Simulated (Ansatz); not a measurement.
# SbH2Cl (SMILES [H][Sb]([H])[Cl]): the electronic atomisation energy, rung by rung

SbH2Cl: 4 atoms, total charge 0, spin state singlet. As SMILES, `[H][Sb]([H])[Cl]`. The shape comes from GFN2-xTB, which is rough for such elements, and wasn't checked as a minimum.

Each level gives the electronic atomisation energy (eV). The values are calculated. Electronic energies at fixed atoms, without zero-point motion or spin-orbit coupling.

```
           level                    kind  program  value (eV)  less FCI/STO-3G
       HF/STO-3G            Hartree–Fock   Ansatz        8.21            -1.50
     BLYP/STO-3G                     GGA   Ansatz       11.87            +2.16
   r2SCAN/STO-3G                meta-GGA   Ansatz       11.62            +1.91
    B3LYP/STO-3G           global hybrid   Ansatz       11.75            +2.04
     PBE0/STO-3G           global hybrid   Ansatz       11.45            +1.74
CAM-B3LYP/STO-3G  range-separated hybrid   Ansatz       11.73            +2.02
  RPA@PBE/STO-3G                     RPA   Ansatz        9.32            -0.39
  BCCD(T)/STO-3G   coupled cluster or CI   Ansatz        9.71             0.00
      FCI/STO-3G      exact in the basis   Ansatz        9.71             0.00
```

FCI/STO-3G is exact within its basis and frozen core, so for wave-function methods in that basis the difference is their error; functionals converge differently with the basis, so for them it is only a difference. All-electron rows without a relativistic Hamiltonian named are non-relativistic. The values span 8.21 to 11.87 eV. All rows use very small basis sets, so even the best lies far from the true value. In the correlated wave-function rows the outer d shell of Sb is correlated, in sets not made for it.

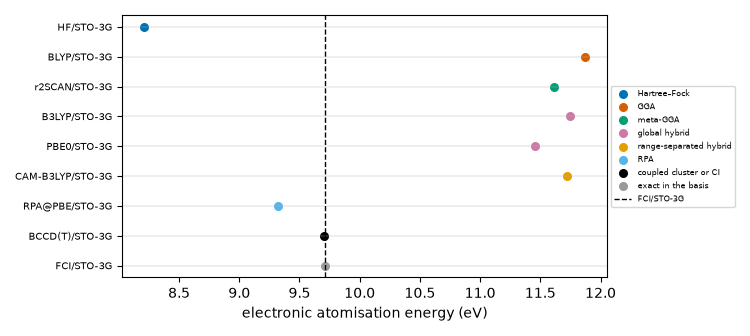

The values of the table, level by level.
